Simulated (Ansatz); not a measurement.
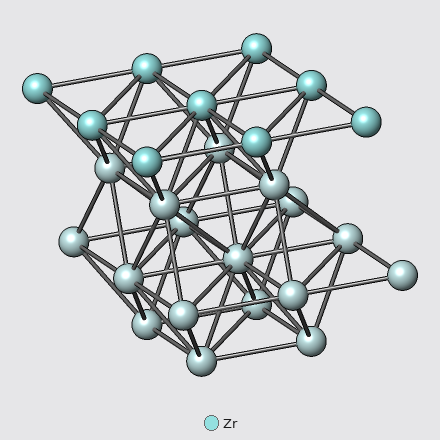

The system is N₂ on a Zr(001) slab cut from the P6_3/mmc phase, its upper half relaxed before the scan (16 atoms of substrate and one adsorbate in a 2 × 2 cell); the picture shows it without the atoms that are moved over the map. N2 is moved over the surface cell at a fixed height above a rigid substrate; the origin of the map has the adsorbate above Zr13; the height is held at 3.60 Å. Places are given modulo a cell vector. The map is drawn in real space over the plane of the surface. The scan uses a 6 × 6 grid; 10 points were computed and 26 follow by symmetry. Places are given in fractions of the 1 × 1 surface cell. Energies: meV, counted from the lowest grid point. At a fixed height the lowest place need not be the adsorption site. Theory: DFT PBE+D3(BJ), scalar-relativistic, plane waves, PAW (Ansatz). Settings: cutoff 420 eV, k-mesh 6×6×1, gaussian smearing 0.1 eV, no spin polarisation.

Range: position of N17 along the first surface vector from 0.000 to 0.833; position of N17 along the second surface vector from 0.000 to 0.833.

What landscape does the calculation give?

The lowest grid point is at the top site over a surface Zr atom, (0/6, 0/6) of the cell vectors. It is the only kind of minimum in the scanned range. The highest grid point, a threefold hollow, (4/6, 2/6) of the cell vectors, lies 45.7 meV above the lowest. On the interpolated surface the easiest way out of the lowest well to its copy in the next cell or period passes a barrier of about 37 meV.

```
second ↓, first →   0/6   1/6   2/6   3/6   4/6   5/6
              5/6   9.3  22.3  35.5  35.5  22.3   9.3
              4/6  28.1  35.5  39.1  35.5  28.1  24.5
              3/6  37.6  35.5  35.5  37.6  39.8  39.8
              2/6  28.1  22.3  28.1  39.8  45.7  39.8
              1/6   9.3   9.3  24.5  39.8  39.8  24.5
              0/6   0.0   9.3  28.1  37.6  28.1   9.3
```

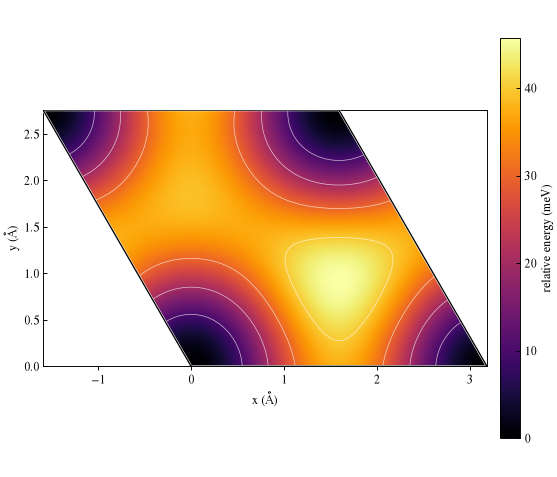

In the figure: a smooth colour map with a few white contour lines, the outline of one cell of the plane. Between grid points the surface is interpolated.

Each point was launched as `ansatz run input.yaml --threads 4 --pin off --max-ram 12288MiB --backend cpu --events-out ev --progress --plain --runs-dir out`. The whole map (10 points run) took 13 min on 4 threads of Arm Neoverse N1, on a shared host.
